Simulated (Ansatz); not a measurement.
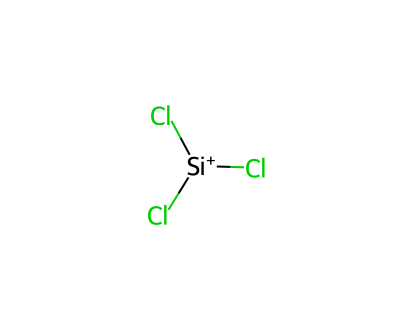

A structural formula. State: charge +1, singlet.

**Write the SMILES.**

Cl[Si+](Cl)Cl

**Give the formula, hydrogens included.**

SiCl3, charge +1.

**An optimisation with PBE0-D4/def2-TZVP gave a structure of which point group?**

D3h.

More results for the same structure follow; atom numbers are the same in all pictures, views and colours differ. Computed geometry: PBE0-D4/def2-TZVP optimisation.

### Geometry

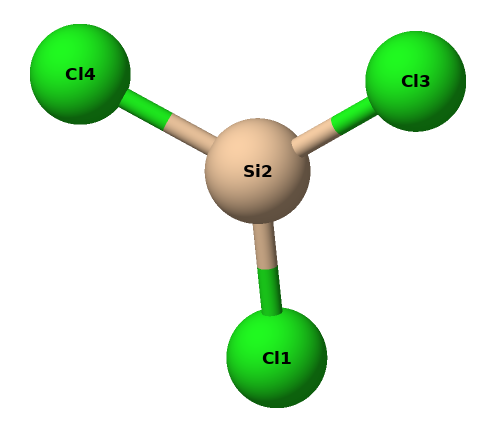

Which atoms are bonded, and how long are the bonds?

```csv
bond,length (Å),order
Cl1–Si2,1.947,single
Si2–Cl3,1.947,single
Si2–Cl4,1.947,single
```

### Levels of theory compared

Program: Ansatz 0.2.0.

Tabulate HOMO–LUMO gap (eV), HOMO energy (eV) at these levels: B3LYP-D4/def2-TZVPP; B97M-V/def2-TZVPP; PBE0-D4/def2-QZVPP; SPW92 (LDA)/def2-TZVPP; r2SCAN0-D4/def2-TZVPP; revPBE-D4/def2-TZVPP; ωB97M-V/def2-SVP; ωB97M-V/def2-TZVPP.

| level | HOMO–LUMO gap (eV) | HOMO energy (eV) |
| --- | --- | --- |
| B3LYP-D4/def2-TZVPP | 6.72 | −15.16 |
| B97M-V/def2-TZVPP | 5.72 | −14.50 |
| PBE0-D4/def2-QZVPP | 7.19 | −15.47 |
| SPW92 (LDA)/def2-TZVPP | 4.83 | −14.17 |
| r2SCAN0-D4/def2-TZVPP | 7.56 | −15.71 |
| revPBE-D4/def2-TZVPP | 4.99 | −13.99 |
| ωB97M-V/def2-SVP | 11.43 | −17.75 |
| ωB97M-V/def2-TZVPP | 11.48 | −17.68 |

### Thermal motion

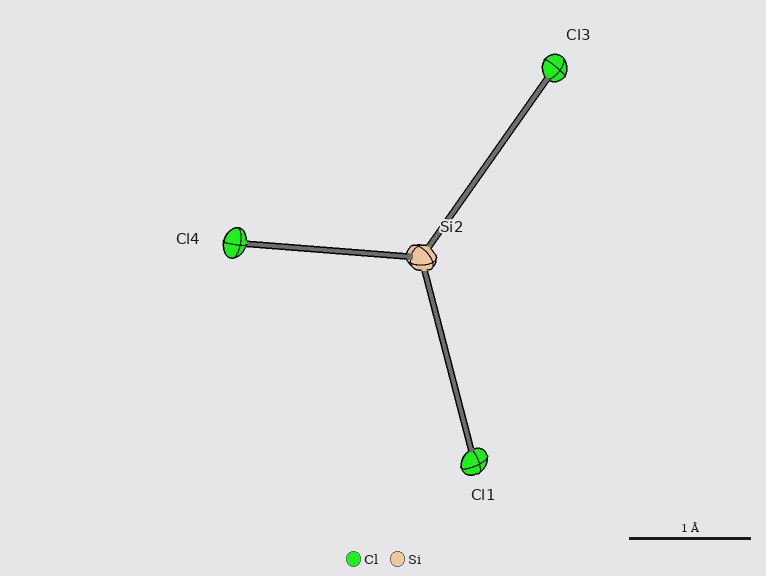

Displacement ellipsoids at the 50 % level, enlarged 2 times, from the internal vibrations of the free molecule (harmonic, no overall translation or rotation; no half-axis is drawn under 0.075 Å). Vibrations computed with RKS PBE0-D4/def2-TZVP (Ansatz 0.2.0). Temperature: 200 K.

**Which atom moves most?**

Si2, with U_eq = 0.0018 Å².

List U_eq and the three principal root-mean-square amplitudes for each kind of atom.

```
         atom  U_eq (Å²)   rms amplitudes (Å)
Cl1, Cl3, Cl4     0.0011  0.014, 0.036, 0.042
          Si2     0.0018  0.035, 0.035, 0.053
```

### Charges

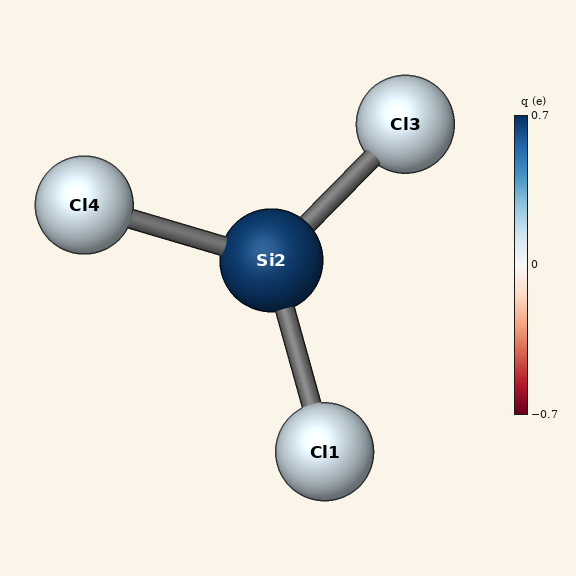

Atoms are coloured by their Mulliken charges. Level of theory: RKS PBE-D4/def2-TZVPP (Ansatz 0.2.0).

Give the Mulliken charges atom by atom.

```json
{"atom": "Cl1", "value (e)": "0.11"}
{"atom": "Si2", "value (e)": "0.66"}
{"atom": "Cl3", "value (e)": "0.11"}
{"atom": "Cl4", "value (e)": "0.11"}
```

Mulliken values depend strongly on the basis set and can even reverse the polarity of a bond.
